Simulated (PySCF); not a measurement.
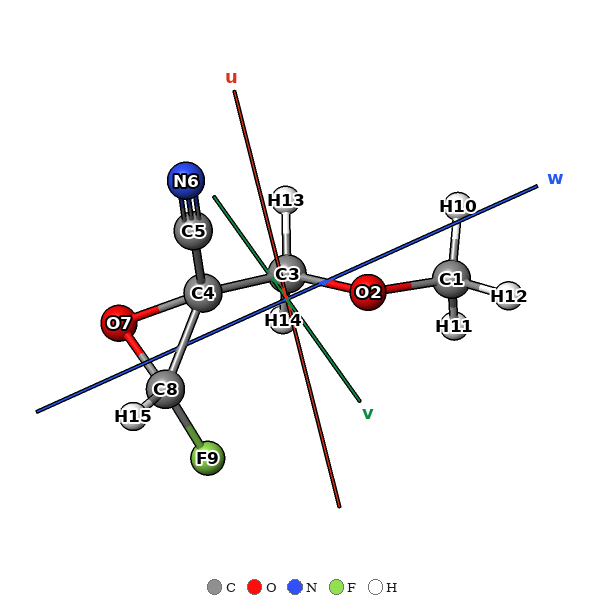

The lines u, v and w are the principal axes of the static dipole polarisability. The computed structure is the end point of a GFN2-xTB optimisation. No frequency run is at hand to confirm it as a minimum. Computed with ωB97X-D/def2-SVPD (PySCF 2.14.0).

Question: Along which axis is the molecule most polarisable, and along which least?

Answer: Most along u (nearly parallel to the C5–N6 bond), least along v.

Question: Give the three principal values.

Answer: u 78.4, v 58.6, w 73.4 bohr³; mean 70.1, anisotropy 17.8 bohr³.
